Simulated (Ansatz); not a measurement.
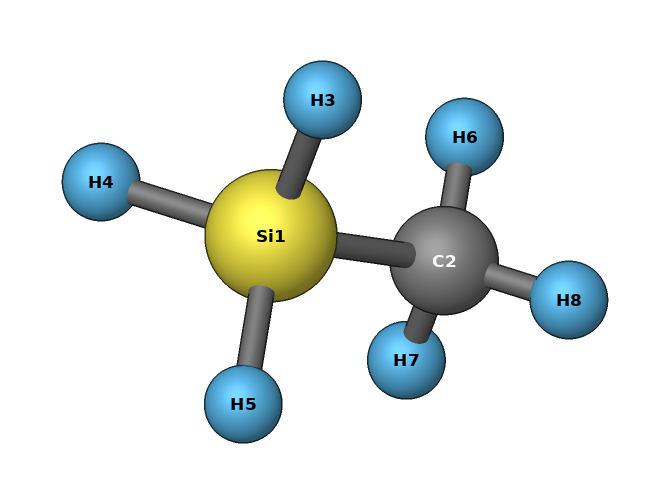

The questions are on Mulliken charges. Computed geometry: PBE0-D4/def2-TZVP optimisation. Level of theory: RKS PBE0-D4/def2-TZVP (Ansatz 0.2.0).

List the Mulliken charges.

```json
{"atom": "Si1", "value (e)": "0.16"}
{"atom": "C2", "value (e)": "−0.50"}
{"atom": "H3", "value (e)": "−0.03"}
{"atom": "H4", "value (e)": "−0.03"}
{"atom": "H5", "value (e)": "−0.03"}
{"atom": "H6", "value (e)": "0.14"}
{"atom": "H7", "value (e)": "0.14"}
{"atom": "H8", "value (e)": "0.14"}
```

Mulliken values depend strongly on the basis set and can even reverse the polarity of a bond.
